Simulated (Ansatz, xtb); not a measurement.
**Ligand exchange: C3H5F + SnH3(SH) → C3H6S + SnH3F**

Species: C3H5F (allyl fluoride) `C=CCF`, singlet; SnH3(SH), singlet; C3H6S (allyl mercaptan) `C=CCS`, singlet; SnH3F `[F][SnH3]`, singlet. The partners trade F for SH: C–F and Sn–SH bonds give way to C–SH and Sn–F.

Shapes, held fixed at every level: PBE0-D4/def2-TZVP. Flexible molecules stand in one conformer, not always the lowest. Programs: Ansatz 0.2.0, xtb 6.7.1. Electronic energies: no zero-point or thermal term.

```json
{"level": "GFN2-xTB", "kind": "semi-empirical", "ΔE (kJ/mol)": "+9.9", "less CCSD(T)/def2-TZVPP": "+33.2", "CPU time (sum over the molecules)": "0.13 s"}
{"level": "HF/def2-TZVPP", "kind": "Hartree–Fock", "ΔE (kJ/mol)": "-14.5", "less CCSD(T)/def2-TZVPP": "+8.8", "CPU time (sum over the molecules)": "–"}
{"level": "PBE-D4/def2-TZVPP", "kind": "GGA", "ΔE (kJ/mol)": "-24.2", "less CCSD(T)/def2-TZVPP": "-0.9", "CPU time (sum over the molecules)": "10 s"}
{"level": "r2SCAN-D4/def2-TZVPP", "kind": "meta-GGA", "ΔE (kJ/mol)": "-25.1", "less CCSD(T)/def2-TZVPP": "-1.8", "CPU time (sum over the molecules)": "17 s"}
{"level": "wB97M-V/def2-TZVPP", "kind": "range-separated hybrid", "ΔE (kJ/mol)": "-24.1", "less CCSD(T)/def2-TZVPP": "-0.8", "CPU time (sum over the molecules)": "38 s"}
{"level": "wB97X-V/def2-TZVPP", "kind": "range-separated hybrid", "ΔE (kJ/mol)": "-25.5", "less CCSD(T)/def2-TZVPP": "-2.2", "CPU time (sum over the molecules)": "28 s"}
{"level": "B2PLYP/def2-TZVPP", "kind": "double hybrid", "ΔE (kJ/mol)": "-25.9", "less CCSD(T)/def2-TZVPP": "-2.6", "CPU time (sum over the molecules)": "21 s"}
{"level": "CCSD(T)/def2-TZVPP", "kind": "coupled cluster or CI", "ΔE (kJ/mol)": "-23.3", "less CCSD(T)/def2-TZVPP": "0.0", "CPU time (sum over the molecules)": "2.9 min"}
```

The highest level, CCSD(T)/def2-TZVPP, gives ΔE = -23.3 kJ/mol; the levels span -25.9 to +9.9. They disagree on the sign: 1 of 8 are positive. The column of differences is taken from that level and isn't an error. No measured value is set beside it here. For atoms past krypton def2 sets carry core potentials with scalar relativity. Correlated rows may include outer-core shells of Sn, which these sets cover unevenly. Times are processor times on shared x86 and Arm servers, and rough.

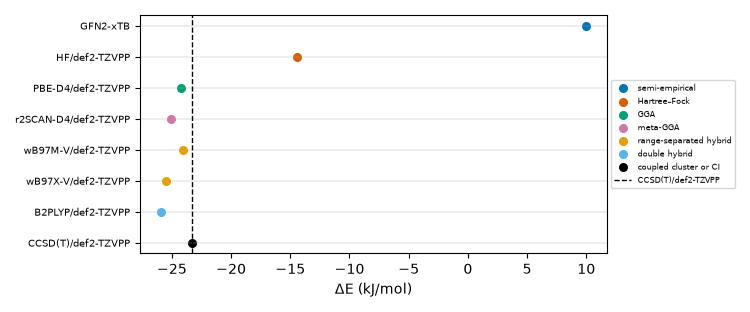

The values of the table, level by level.
